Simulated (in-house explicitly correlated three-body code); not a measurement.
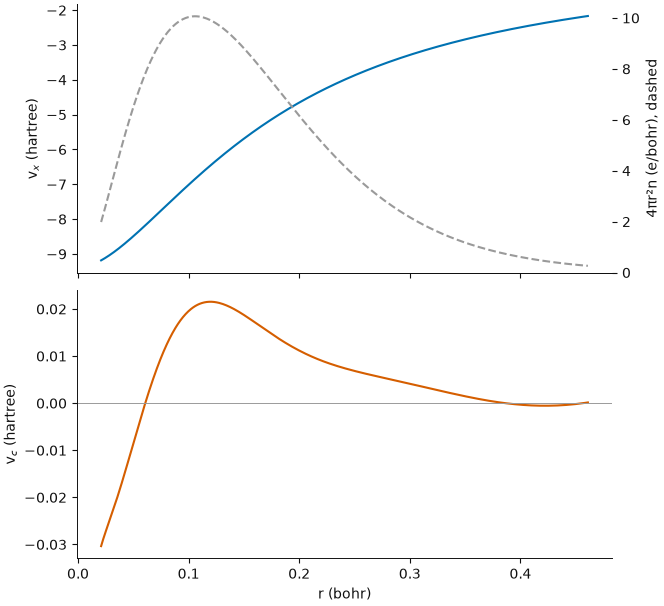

Two electrons around a point charge Z = 9.7. Computed variationally in 260 exponentially correlated functions with an in-house code, non-relativistic, converged to about 10⁻⁸ of the energy. The plot shows the exact exchange and correlation potentials of the ground state, from inverting its density, with the radial density dashed.

Q: Describe the exact correlation potential.

A: The exchange potential, minus half the Hartree potential for two paired electrons, rises from −9.18 hartree at 0.021 bohr to −2.17 at 0.46 bohr, tending to −1/r far out. The correlation potential is −0.030 hartree at the inner end, crosses zero near 0.061 bohr and has a positive maximum of 0.022 hartree near 0.12 bohr; the density peaks at 0.11 bohr. The LDA correlation potential, by contrast, is negative everywhere. The Kohn-Sham level equals minus the binding of the second electron, −1119 eV.
